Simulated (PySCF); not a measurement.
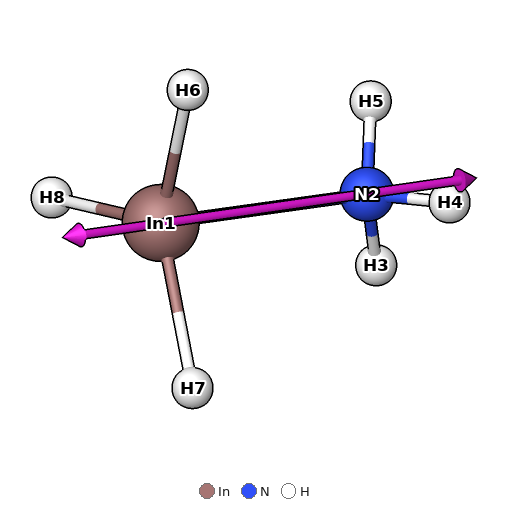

The double arrow shows the direction of the transition dipole to excited singlet state 8 (its length means nothing). Computed geometry: PBE0-D3(BJ)/def2-SVP optimisation. No frequency run is at hand to confirm it as a minimum. Method: TDDFT CAM-B3LYP/def2-SVPD, vertical, gas phase, core orbitals frozen in the response, core potentials on In (PySCF 2.14.0).

Question: How is the transition polarised?

Answer: Nearly parallel to the In1–N2 bond.

Question: Where does the transition lie, and how strong is it?

Answer: 7.70 eV (161 nm), oscillator strength 0.25, mainly HOMO−2 → LUMO (weight 0.91); transition dipole 2.92 D.
